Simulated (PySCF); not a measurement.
GaO (charge +1, triplet)

```yaml
atoms:
  - { symbol: Ga, position_ang: [0.0000, 0.0000, -0.3599] }
  - { symbol: O, position_ang: [0.0000, 0.0000, 1.5511] }
```

Theory: PySCF, PBE0/cc-pVTZ(-PP), non-relativistic Hamiltonian with scalar-relativistic core potentials where named, at a bond length of 1.911 Å.

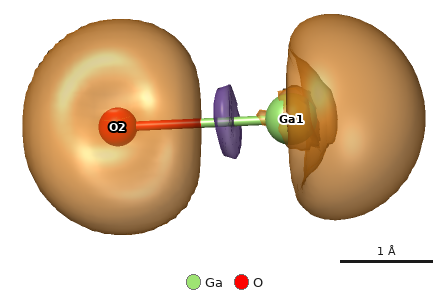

Figure 1. Isosurfaces of the spin density at +0.04 (orange) and −0.04 e/Å³ (purple), seen from one side.

> Describe the spin distribution.

The unpaired spin (2 electrons) lies mostly on O2 (about 1.5) and Ga1 (about 0.5), in electrons by Hirshfeld's partition.

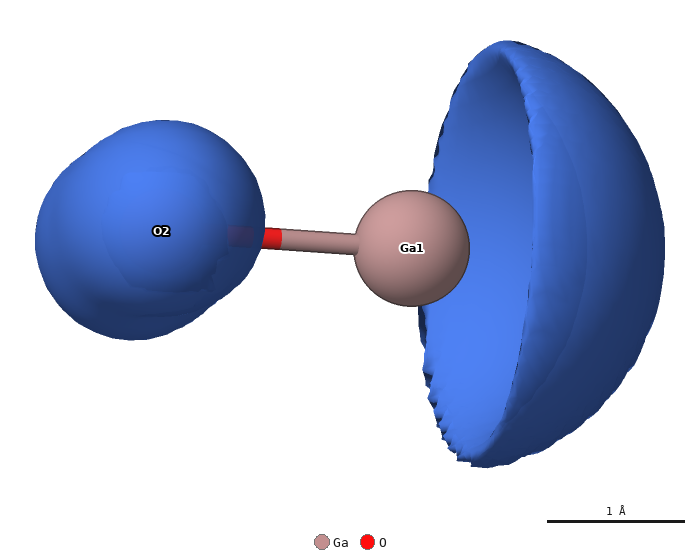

Figure 2. Isosurface of the ELF at 0.75 (blue), seen from one side. Core shells and regions of very low density are left out.

> Identify the bonds, lone pairs and shells in this picture.

At this value the surface marks out one lobe on Ga, pointing away from the bonds (non-bonding electrons) and one region wrapped around O (its valence shell). Profiles from the grid: Ga–O (1.91 Å): the ELF peaks at about 0.85 in the valence shell of O, 0.6 Å from its nucleus, and is about 0.25 at the midpoint.

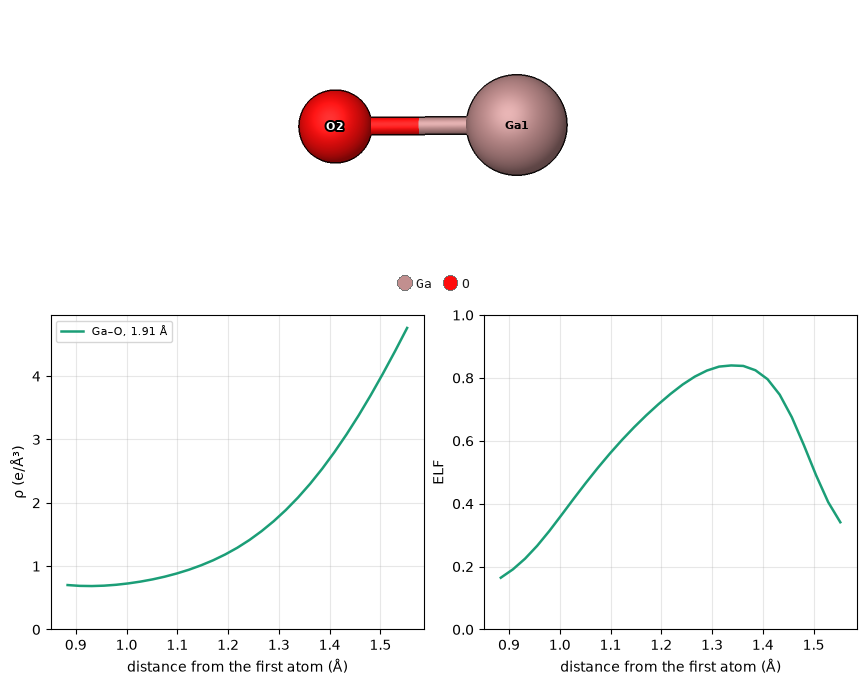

Figure 3. Electron density and electron localisation function along straight lines between neighbouring atoms. The curves leave out the atomic cores. The structure is drawn too.

> What can be read from the curves?

Ga–O (1.91 Å): the density is about 0.69 e/Å³ at the midpoint; the ELF peaks at about 0.85 in the valence shell of O, 0.6 Å from its nucleus, and is about 0.25 at the midpoint.
